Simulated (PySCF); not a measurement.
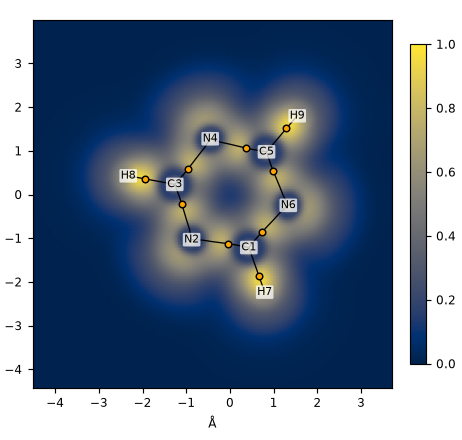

Figure 1: C₃H₃N₃, SMILES `c1ncncn1`. Localised orbital locator (LOL) in the molecular plane, with bond paths and bond critical points (dots).

Computed with PySCF, BP86/def2-SVP, geometry: GFN2-xTB. No frequency check shows the geometry to be a minimum.

The calculation's input:

```python
import numpy as np
from pyscf import gto, scf, dft
from pyscf.scf import atom_ks, atom_hf
from scipy.linalg import block_diag

def solve(mol, dm0=None, hcore=None):
    mf = (dft.UKS if mol.spin else dft.RKS)(mol, xc='bp86')
    mf.grids.level = 3
    mf = mf.density_fit(auxbasis='def2-universal-jkfit')
    mf.conv_tol, mf.max_cycle = 1e-8, 80
    if hcore is not None:
        mf.get_hcore = lambda *args: hcore
    mf.kernel(dm0)
    if not mf.converged:
        mf = mf.newton().run(mf.mo_coeff, mf.mo_occ, max_cycle=30)
    assert mf.converged, 'SCF not converged'
    return mf

mol = gto.M(atom='''
C      0.43542     1.21013     0.00000
N      1.33428     0.24033     0.00000
C      0.83029    -0.98215     0.00000
N     -0.45900    -1.27569     0.00000
C     -1.26571    -0.22798     0.00000
N     -0.87527     1.03535     0.00000
H      0.80207     2.22918     0.00000
H      1.52950    -1.80920     0.00000
H     -2.33156    -0.41998     0.00000
''', basis='def2-svp', charge=0, spin=0, verbose=4)
mf = solve(mol)
mf.analyze()
# spherically averaged free atoms, for the promolecule
atm = atom_ks.get_atm_nrks(mol, xc='bp86')
pro = block_diag(*[(atm[a[0]][2] * atm[a[0]][3]) @ atm[a[0]][2].T for a in mol._atom])
np.savez('result.npz', e=mf.e_tot, c=mf.mo_coeff, occ=mf.mo_occ, eps=mf.mo_energy, pro=pro, dip=mf.dip_moment(verbose=0), s2=mf.spin_square()[0])
```

Command:

```sh
OMP_NUM_THREADS=1 python input.py
```

The run took 11 s on 1 thread of Arm Neoverse V1, with other jobs on the host, peak memory 0.4 GiB.

Partitions, critical points and surface values were worked out afterwards from this run's density.

Question: Rank the bonds in the plane by LOL at their critical points.

Answer: C1–H7, C3–H8 and C5–H9: about 0.92; C3–N4, C1–N6, C5–N6, C1–N2 and 2 more like them: about 0.62. Values above 0.5 mark slow, localised electrons, as in shared pairs; low values at a critical point mark a polar or closed-shell contact whose critical point lies between the shells.

Question: Where along C1–H7 does the critical point lie?

Answer: 0.70 Å from C1 and 0.38 Å from H7.
